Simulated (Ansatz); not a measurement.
# Cu, response to strain

The parent structure is Cu (space group P6_3/mmc, No. 194; a = 2.518 Å, c = 8.246 Å; a cell from a computed database, its experimental status unchecked; relaxed with 0.1 eV smearing).

Strains are applied to the cell and any free atomic positions relax.

Level of theory: PBEsol (Ansatz, a program for electronic structure, PAW, spin-orbit coupling left out).

Notes on the quantities. pressure: mean of the normal stresses, compression positive.

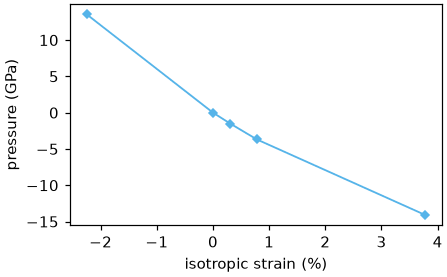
Pressure against isotropic strain

| isotropic strain (%) | pressure |
|---|---|
| -2.25 | 13.6 GPa |
| 0.31 | -1.5 GPa |
| 0.78 | -3.7 GPa |
| 3.78 | -14.1 GPa |

Stability against distortions was not tested. All final runs are without spin polarisation. This is not the structure that Cu has at room temperature and ambient pressure.
